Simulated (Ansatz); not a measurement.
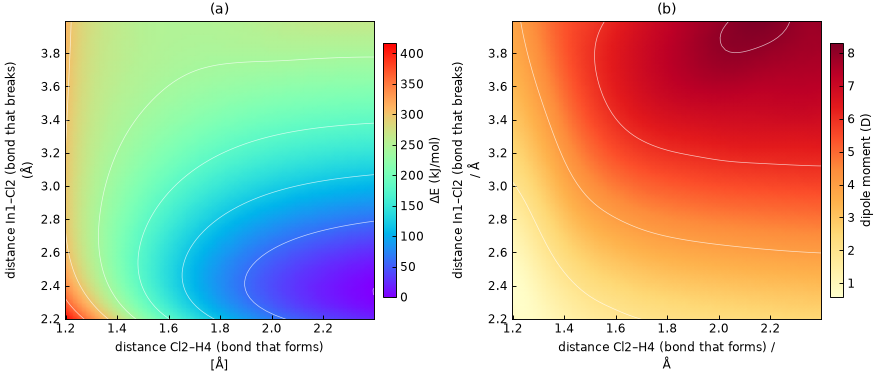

The reacting system CH₃Cl₂In (fragments CH₃Cl₂In where the first distance is long, CH₂ClIn + ClH where the second is long). First axis: distance Cl2–H4 (bond that forms). Second axis: distance In1–Cl2 (bond that breaks). Relaxed at each point: all other coordinates. The grid has 13 × 13 points. Points are written as (first, second). Energies are in kJ/mol, from the lowest grid point. The reference is spin-restricted, so regions where a bond is pulled apart into radicals lie too high. Theory: Ansatz 0.2.0, RKS SPW92 (LDA)/def2-SVP.

Panel (a) is the energy; panel (b) is the computed dipole moment, in D.

The picture shows a smooth colour map with a few white contour lines. Between grid points the surface is interpolated.

How does the dipole moment vary over the map, and what is it at the lowest grid point?

Leaving out the highest fifth of the energies, it runs from 1.3 D at (1.325 Å, 2.388 Å) to 8.3 D at (2.152 Å, 3.996 Å). At the lowest grid point, (2.397 Å, 2.388 Å), it is 3.2 D. That point lies on the edge of the scan.
